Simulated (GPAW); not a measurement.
# CH2BNTe (SMILES B1N=C[Te]1): a first try and a second

Wanted: energy and one-electron properties of CH2BNTe, RPBE/real-space grid (scalar-relativistic datasets).

Program for the calculation: GPAW 26.7.0.

1 further run of the same task is left out (set aside as unsound or not needed).

## Step 1: The structure to begin with

The species is CH2BNTe (6 atoms), meant as a singlet with charge 0. As SMILES, `B1N=C[Te]1`. The shape comes from GFN2-xTB, which is rough for such elements, and wasn't checked as a minimum.

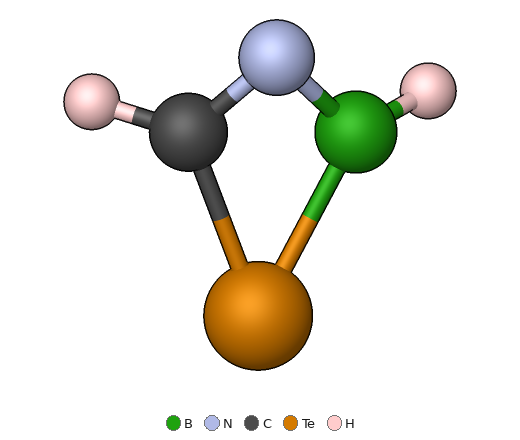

Viewed from a chosen angle; boron green, nitrogen light blue, carbon dark grey, tellurium orange, hydrogen pink.

## Step 2: The input as first written

The input, sp.py:

```python
import numpy as np
from ase import Atoms
from ase.units import Debye
from gpaw import GPAW

# Set up the molecule
molecule = Atoms(["B", "N", "C", "Te", "H", "H"],
    positions=[[ -0.287840,   0.627590,  -0.654470],
               [  1.049790,   0.299090,  -0.276560],
               [  0.483740,  -0.565870,   0.481760],
               [ -1.390290,  -1.232750,  -0.292250],
               [ -0.710470,   1.703900,  -0.718740],
               [  0.855060,  -0.831950,   1.460270]])
molecule.center(vacuum=4.5)
molecule.set_initial_magnetic_moments([1 / len(molecule)] * len(molecule))

# DFT calculator
dft = GPAW(mode="fd",
           h=0.2,
           xc="RPBE",
           occupations={"name": "fermi-dirac", "width": 0.0, "fixmagmom": True},
           maxiter=91,
           txt="-")
molecule.calc = dft

energy = molecule.get_potential_energy()
print(f"Energy                  {energy:.5f} eV")
forces = molecule.get_forces()
print("Forces (eV/Ang)")
for symbol, f in zip(molecule.symbols, forces):
    print(f'{symbol:2} {f[0]:9.4f} {f[1]:9.4f} {f[2]:9.4f}')
dipole = molecule.get_dipole_moment() / Debye
print(f"Dipole = {np.linalg.norm(dipole):.3f} D")
```

Launch:

```sh
python sp.py > sp.log
```

Standard output:

```text
[...]
Number of symmetries: 1
[...]
  Number of IBZ points: 1
[...]
Spin-components: 2 (collinear spins)
Bands:           17
[...]
  Valence electrons: 20.0
[...]
  Grid points: [56 60 56]
  Charge: 0.0  # |e|
[...]
    cutoffs:
[...]
occupation numbers:
  Fixed magnetic moment: 1.000
[...]
xc functional:
  name: RPBE with 2 nearest neighbor stencil
[...]
|iter     |     time |      energy | eigst |  dens |  magmom |
[...]
|iter:   1| 00:00:09 |  -33.181873 | +1.16 |       |  +0.9960|
[...]
|iter:  17| 00:01:28 |  -29.268153c| -7.65c| -5.63c|  +1.0000|
Converged in 17 steps
[...]
Energy contributions relative to reference atoms: (reference = -188009.215464)
Energy contributions:
  Kinetic:          44.756060
  Coulomb:         -44.689048
  Zero:              0.850718
  External:          0.000000
  Xc:              -30.185882
  Entropy:           0.000000
  Spinorbit:         0.000000
  ----------------------------
  Free energy:     -29.268153
  Extrapolated:    -29.268153
dipole moment: (-0.246673, -0.222509, 0.159100)  # |e|*Ang
Total magnetic moment: (0.000000, 0.000000, 1.000000)
Local magnetic moments
|        x |        y |         z |
|----------|----------|-----------|
| 0.000000 | 0.000000 |  0.022611 |  # B    0
| 0.000000 | 0.000000 |  0.054288 |  # N    1
| 0.000000 | 0.000000 |  0.074729 |  # C    2
| 0.000000 | 0.000000 |  0.208953 |  # Te   3
| 0.000000 | 0.000000 | -0.002550 |  # H    4
| 0.000000 | 0.000000 | -0.000171 |  # H    5
Fermi levels: -2.959, -5.472
Eigenvalues  # (at kpt = [0.000, 0.000, 0.000])
| band index |      eig [eV] | occ [0-1] |      eig [eV] | occ [0-1] |
|------------|---------------|-----------|---------------|-----------|
|          0 |       -24.266 |     1.000 |       -24.095 |     1.000 |
|        ... |               |           |               |           |
|          2 |       -15.005 |     1.000 |       -14.811 |     1.000 |
|          3 |       -11.871 |     1.000 |       -11.733 |     1.000 |
|          4 |       -11.223 |     1.000 |       -11.018 |     1.000 |
|          5 |       -10.002 |     1.000 |        -9.799 |     1.000 |
|          6 |        -9.556 |     1.000 |        -9.289 |     1.000 |
|          7 |        -7.285 |     1.000 |        -7.037 |     1.000 |
|          8 |        -6.945 |     1.000 |        -6.745 |     1.000 |
|          9 |        -6.031 |     1.000 |        -5.472 |     0.500 |
|         10 |        -2.959 |     0.500 |        -2.394 |     0.000 |
|         11 |        -2.370 |     0.000 |        -2.106 |     0.000 |
[...]
Gap: 2.514 eV
Transition (v -> c):
[...]
Forces (eV/Ang)
B     0.3944    0.4572   -0.5735
N     0.8832    1.3668   -1.0161
C     0.6675   -1.7849    1.2715
Te   -1.3759   -0.8706   -0.1561
H    -0.5041    0.8571   -0.1650
H    -0.0291   -0.1689    0.7710
Dipole = 1.769 D
```

Run time: 89 s. Hardware: 1 thread of Intel Xeon at 2.70GHz, shared host; peak memory 0.68 GiB.

## Step 3: What went wrong

It ran to the end. The result can't be trusted all the same.

The fault: the spin state typed doesn't suit the molecule. Among its listed settings the sound run differs in this, and the input shows the rest: reference RKS in place of UKS; multiplicity 1 in place of 2.

## Step 4: The mended input

The input, sp.py:

```python
import numpy as np
from ase import Atoms
from ase.units import Debye
from gpaw import GPAW

# Set up the molecule
system = Atoms(['B', 'N', 'C', 'Te', 'H', 'H'],
    positions=[[ -0.287840,   0.627590,  -0.654470],
               [  1.049790,   0.299090,  -0.276560],
               [  0.483740,  -0.565870,   0.481760],
               [ -1.390290,  -1.232750,  -0.292250],
               [ -0.710470,   1.703900,  -0.718740],
               [  0.855060,  -0.831950,   1.460270]])
system.center(vacuum=4.5)

# GPAW settings
gpaw_calc = GPAW(mode='fd', xc='RPBE', maxiter=100, h=0.2, txt='-')
system.calc = gpaw_calc

energy = system.get_potential_energy()
print(f'Energy                  {energy:.5f} eV')
forces = system.get_forces()
print('Forces (eV/Ang)')
for symbol, f in zip(system.symbols, forces):
    print(f'{symbol:2} {f[0]:9.4f} {f[1]:9.4f} {f[2]:9.4f}')
dipole = system.get_dipole_moment() / Debye
print(f'Dipole                  {np.linalg.norm(dipole):.3f} D')
homo, lumo = gpaw_calc.get_homo_lumo()
print(f'HOMO = {homo:.3f} eV')
print(f'LUMO = {lumo:.3f} eV')
print(f'Gap = {lumo - homo:.3f} eV')
```

Launch:

```sh
python3 -u sp.py | tee sp.out
```

Standard output:

```text
[...]
Number of symmetries: 1
[...]
  Number of IBZ points: 1
[...]
Spin-components: 1 (collinear spins)
Bands:           16
[...]
  Valence electrons: 20.0
[...]
  Grid points: [56 60 56]
  Charge: 0.0  # |e|
[...]
    cutoffs:
[...]
occupation numbers:
  # Zero width
[...]
xc functional:
  name: RPBE with 2 nearest neighbor stencil
[...]
|iter     |     time |      energy | eigst |  dens |
[...]
|iter:   1| 00:00:05 |  -34.110684 | +1.15 |       |
[...]
|iter:  16| 00:00:37 |  -30.567666c| -7.55c| -6.10c|
Converged in 16 steps
[...]
Energy contributions relative to reference atoms: (reference = -188009.215464)
Energy contributions:
  Kinetic:          44.001831
  Coulomb:         -45.185984
  Zero:              0.859004
  External:          0.000000
  Xc:              -30.242518
  Entropy:           0.000000
  Spinorbit:         0.000000
  ----------------------------
  Free energy:     -30.567666
  Extrapolated:    -30.567666
dipole moment: (-0.178499, -0.184234, 0.150729)  # |e|*Ang
Fermi level: -4.127
Eigenvalues  # (at kpt = [0.000, 0.000, 0.000])
| band index |      eig [eV] | occ [0-2] |
|------------|---------------|-----------|
|          0 |       -24.246 |     2.000 |
|        ... |               |           |
|          2 |       -15.120 |     2.000 |
|          3 |       -11.931 |     2.000 |
|          4 |       -11.070 |     2.000 |
|          5 |        -9.978 |     2.000 |
|          6 |        -9.546 |     2.000 |
|          7 |        -7.178 |     2.000 |
|          8 |        -6.741 |     2.000 |
|          9 |        -5.467 |     2.000 |
|         10 |        -2.786 |     0.000 |
|         11 |        -2.255 |     0.000 |
[...]
Gap: 2.681 eV
Transition (v -> c):
[...]
Forces (eV/Ang)
B    -0.1801   -0.2693   -0.2017
N     1.5469    0.7180   -0.4597
C    -0.1029   -0.5634    0.2947
Te   -0.8551   -0.5738   -0.0804
H    -0.4800    0.8726   -0.1466
H     0.1072   -0.3218    0.7297
Dipole                  1.429 D
HOMO = -5.467 eV
LUMO = -2.786 eV
Gap = 2.681 eV
```

Wall time 39 s (1 thread of Intel Xeon at 2.70GHz, shared host); peak memory 0.53 GiB.

## Step 5: Results

Level: RPBE/real-space grid (scalar-relativistic datasets).

```
                                              quantity        value
energy as printed (from the program's reference atoms)  -30.5677 eV
                                         dipole moment       1.43 D
                                           HOMO energy     -5.47 eV
                                           LUMO energy     -2.79 eV
                                         HOMO–LUMO gap      2.68 eV
```
